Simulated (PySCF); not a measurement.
# GeH2Cl (SMILES [Cl][GeH2]): UBP86/aug-cc-pVDZ

What is the vertical ionisation energy of GeH2Cl at UBP86/aug-cc-pVDZ? 

The calculation is run with PySCF 2.14.0.

### 1 Starting point

The species is GeH2Cl (4 atoms), meant as a doublet with charge 0. SMILES: `[Cl][GeH2]`. The shape is that of a PBE0-D4/def2-TZVP optimisation.

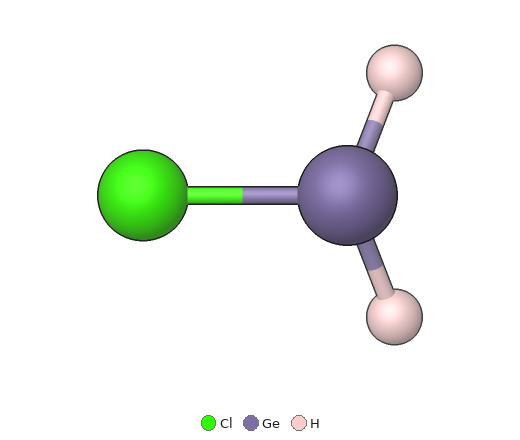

The structure, seen from a chosen angle (chlorine green, germanium purple, hydrogen pink).

### 2 The energy at UBP86/aug-cc-pVDZ

run.py

```python
# [Cl][GeH2]
from pyscf import gto, dft

system = gto.Mole()
system.atom = '''
Cl    -2.953453     0.576744     1.877443
Ge     0.201634    -0.852455    -0.267585
H      0.137383     0.490573    -2.861423
H      2.614247    -0.214862     1.251566
'''
system.basis = 'aug-cc-pvdz'
system.spin = 1
system.unit = 'bohr'
system.charge = 0
system.max_memory = 1860
system.verbose = 3
system.build()

mf = dft.UKS(system)
mf.xc = 'bp86'
mf.grids.level = 5
mf.conv_tol = 1e-10
mf.kernel()
if not mf.converged:
    mf = mf.newton().run(mf.mo_coeff, mf.mo_occ)

etot = mf.e_tot
print('E(%s) = %.9f' % ('BP86', etot))
```

The run is started by

```bash
$ OMP_NUM_THREADS=1 python run.py
```

Log:

```text
WARN: HOMO -0.187438145318225 >= LUMO -0.187438145318229

converged SCF energy = -2538.68314326764  <S^2> = 0.75129848  2S+1 = 2.0012981
E(BP86) = -2538.683143268
```

Run time: 17 s. Hardware: 1 thread of Arm Neoverse V1, shared host; peak memory 0.42 GiB.

### 3 The singlet cation

start.xyz

```xyz
4

Cl    -1.562900     0.305200     0.993500
Ge     0.106700    -0.451100    -0.141600
H      0.072700     0.259600    -1.514200
H      1.383400    -0.113700     0.662300
```

calc.py

```python
from pyscf import gto, dft

mol = gto.Mole()
mol.atom = 'start.xyz'
mol.basis = 'aug-cc-pvdz'
mol.max_memory = 1860
mol.spin = 0
mol.charge = 1
mol.verbose = 4
mol.build()

myscf = dft.RKS(mol)
myscf.xc = 'bp86'
myscf.grids.level = 5
myscf.conv_tol = 1e-10
myscf.kernel()
if not myscf.converged:
    myscf = myscf.newton().run(myscf.mo_coeff, myscf.mo_occ)

e_tot = myscf.e_tot
print(f'total energy: {e_tot:.8f} hartree')
```

The run is started by

```bash
$ OMP_NUM_THREADS=1 python calc.py
```

Log:

```text
PySCF version 2.14.0

[INPUT] num. atoms = 4
[INPUT] num. electrons = 50
[INPUT] charge = 1
[INPUT] spin (= nelec alpha-beta = 2S) = 0
[INPUT] symmetry False subgroup None
[INPUT] Mole.unit = angstrom
[INPUT] Symbol           X                Y                Z      unit          X                Y                Z       unit  Magmom
[INPUT]  1 Cl    -1.562900000000   0.305200000000   0.993500000000 AA   -2.953452960083   0.576744413217   1.877442904755 Bohr   0.0
[INPUT]  2 Ge     0.106700000000  -0.451100000000  -0.141600000000 AA    0.201633777491  -0.852455454791  -0.267585219238 Bohr   0.0
[INPUT]  3 H      0.072700000000   0.259600000000  -1.514200000000 AA    0.137383089256   0.490572901937  -2.861423297816 Bohr   0.0
[INPUT]  4 H      1.383400000000  -0.113700000000   0.662300000000 AA    2.614247120723  -0.214861860363   1.251565612299 Bohr   0.0

nuclear repulsion = 161.647276340246
number of shells = 27
number of NR pGTOs = 158
number of NR cGTOs = 81
basis = aug-cc-pvdz
ecp = {}

******** <class 'pyscf.dft.rks.RKS'> ********
method = RKS
initial guess = minao
damping factor = 0
level_shift factor = 0
DIIS = <class 'pyscf.scf.diis.CDIIS'>
diis_start_cycle = 1
diis_space = 8
diis_damp = 0
SCF conv_tol = 1e-10
SCF conv_tol_grad = None
SCF max_cycles = 50
direct_scf = True
direct_scf_tol = 1e-13
XC library pyscf.dft.libxc version 7.0.0
    S. Lehtola, C. Steigemann, M. J.T. Oliveira, and M. A.L. Marques.,  SoftwareX 7, 1–5 (2018)
XC functionals = bp86
    A. D. Becke.,  Phys. Rev. A 38, 3098 (1988)
    J. P. Perdew.,  Phys. Rev. B 33, 8822 (1986)
radial grids:
    Treutler-Ahlrichs [JCP 102, 346 (1995); DOI:10.1063/1.469408] (M4) radial grids

becke partition: Becke, JCP 88, 2547 (1988); DOI:10.1063/1.454033
pruning grids: <function nwchem_prune>
grids dens level: 5
symmetrized grids: False
atomic radii adjust function: <function treutler_atomic_radii_adjust>
small_rho_cutoff = 0
Set gradient conv threshold to 1e-05
Initial guess from minao.
tot grids = 134864
init E= -2538.12775277823
  HOMO = -0.322245833702428  LUMO = -0.187438175885763  gap/eV = 3.66830
cycle= 1 E= -2538.27330901218  delta_E= -0.146  |g|= 0.47  |ddm|= 1.57
  HOMO = -0.455762162716913  LUMO = -0.446234478245189  gap/eV = 0.25926
cycle= 2 E= -2537.23747541258  delta_E= 1.04  |g|= 1.58  |ddm|= 2.06
  HOMO = -0.54537339492268  LUMO = -0.456199958020423  gap/eV = 2.42653
cycle= 3 E= -2538.33439006534  delta_E= -1.1  |g|= 0.237  |ddm|= 1.76
  HOMO = -0.508977227463917  LUMO = -0.44020239550671  gap/eV = 1.87146
cycle= 4 E= -2538.35483857461  delta_E= -0.0204  |g|= 0.0559  |ddm|= 0.398
  HOMO = -0.513096165418451  LUMO = -0.446327264896744  gap/eV = 1.81687
cycle= 5 E= -2538.35571097578  delta_E= -0.000872  |g|= 0.0245  |ddm|= 0.0709
  HOMO = -0.51411333123486  LUMO = -0.445428618125177  gap/eV = 1.86901
cycle= 6 E= -2538.35597547666  delta_E= -0.000265  |g|= 0.0068  |ddm|= 0.0273
  HOMO = -0.514404603093351  LUMO = -0.445053718881813  gap/eV = 1.88713
cycle= 7 E= -2538.35599595503  delta_E= -2.05e-05  |g|= 0.00121  |ddm|= 0.00841
  HOMO = -0.514456310512505  LUMO = -0.445020478044267  gap/eV = 1.88945
cycle= 8 E= -2538.35599638408  delta_E= -4.29e-07  |g|= 0.000225  |ddm|= 0.00116
  HOMO = -0.5144572505794  LUMO = -0.445013565781713  gap/eV = 1.88966
cycle= 9 E= -2538.35599640404  delta_E= -2e-08  |g|= 4.38e-05  |ddm|= 0.000322
  HOMO = -0.514458267600785  LUMO = -0.445010819590356  gap/eV = 1.88976
cycle= 10 E= -2538.35599640499  delta_E= -9.45e-10  |g|= 4.83e-06  |ddm|= 5.92e-05
  HOMO = -0.514458383957855  LUMO = -0.445010857988293  gap/eV = 1.88976
cycle= 11 E= -2538.35599640498  delta_E= 9.55e-12  |g|= 1.49e-06  |ddm|= 5.61e-06
  HOMO = -0.514458277534913  LUMO = -0.445010884436194  gap/eV = 1.88976
Extra cycle  E= -2538.35599640499  delta_E= -8.19e-12  |g|= 1.49e-06  |ddm|= 3.24e-06
converged SCF energy = -2538.35599640499
total energy: -2538.35599640 hartree
```

It took 11 s on 1 thread of Arm Neoverse V1, shared host; peak memory 0.4 GiB.

### 4 What came out

Level: UBP86/aug-cc-pVDZ.

| quantity | value |
| --- | --- |
| doublet GeH2Cl: total energy | -2538.68314 Eh |
| doublet GeH2Cl: dipole moment | 1.65 D |
| doublet GeH2Cl: HOMO energy (highest over α and β) | -5.64 eV |
| doublet GeH2Cl: LUMO energy (lowest over α and β) | -4.41 eV |
| doublet GeH2Cl: ⟨S²⟩ | 0.751 |
| singlet cation: total energy | -2538.35600 Eh |
| singlet cation: HOMO energy | -14.00 eV |
| singlet cation: LUMO energy | -12.11 eV |
| singlet cation: HOMO–LUMO gap | 1.89 eV |
| vertical ionisation energy (to the singlet cation) | 8.902 eV |

The vertical ionisation energy comes to 8.90 eV (859 kJ/mol). Only the singlet of the ionised species was computed; a triplet could lie lower. Mulliken charges (singlet cation) run from -0.04 on Cl1 to +0.56 on Ge2; in a basis this large or diffuse they mean little.
